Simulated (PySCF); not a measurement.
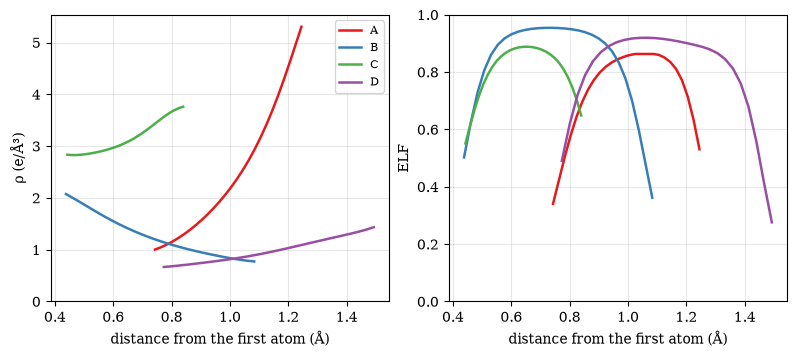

*CH8NOSSi3 (SMILES [H]/N=[C]/[SiH2]S[SiH2]O[SiH3]) (doublet). Total electron density and ELF along straight lines between neighbouring atoms. The curves leave out the atomic cores.*

Geometry: GFN2-xTB.

These are results of PySCF, UKS B3LYP, pcH-1 on C H N O S Si, non-relativistic, mean-field spin-orbit, GIAO, not measurements.

```yaml
atoms:
  - { symbol: N, position_ang: [3.2645, 1.6012, -0.2472] }
  - { symbol: C, position_ang: [2.6942, 1.0113, -1.1515] }
  - { symbol: Si, position_ang: [2.0866, -0.6728, -1.5903] }
  - { symbol: S, position_ang: [-0.0474, -0.4511, -1.3071] }
  - { symbol: Si, position_ang: [-0.2456, -0.4019, 0.8154] }
  - { symbol: O, position_ang: [-1.7906, -0.1237, 1.1546] }
  - { symbol: Si, position_ang: [-3.3851, 0.0026, 0.8593] }
  - { symbol: H, position_ang: [3.4141, 2.6042, -0.2252] }
  - { symbol: H, position_ang: [2.4795, -1.8980, -0.8915] }
  - { symbol: H, position_ang: [2.2598, -0.7843, -3.0310] }
  - { symbol: H, position_ang: [0.5110, 0.7150, 1.3582] }
  - { symbol: H, position_ang: [0.1007, -1.7038, 1.3661] }
  - { symbol: H, position_ang: [-3.6087, 0.0094, -0.5815] }
  - { symbol: H, position_ang: [-3.9799, -1.1637, 1.5081] }
  - { symbol: H, position_ang: [-3.7576, 1.2635, 1.4956] }
```

Q: Which curve belongs to which contact (C–N, C–Si, Si–O and Si–S)? The first atom named is at distance zero.

A: Curve A: Si–O (1.61 Å): the density is about 1.2 e/Å³ at the midpoint; the ELF peaks at about 0.85 between the atoms; a short, strongly polar bond. Curve B: C–Si (1.84 Å): ρ is about 0.92 e/Å³ halfway; the ELF peaks at about 0.95 between the atoms, as expected for a covalent bond. Curve C: C–N (1.22 Å): ρ is about 3 e/Å³ halfway; the ELF peaks at about 0.90 between the atoms; a multiple bond. Curve D: Si–S (2.13 Å): ρ at the midpoint is about 0.88 e/Å³; the ELF peaks at about 0.90 between the atoms: a covalent bond.
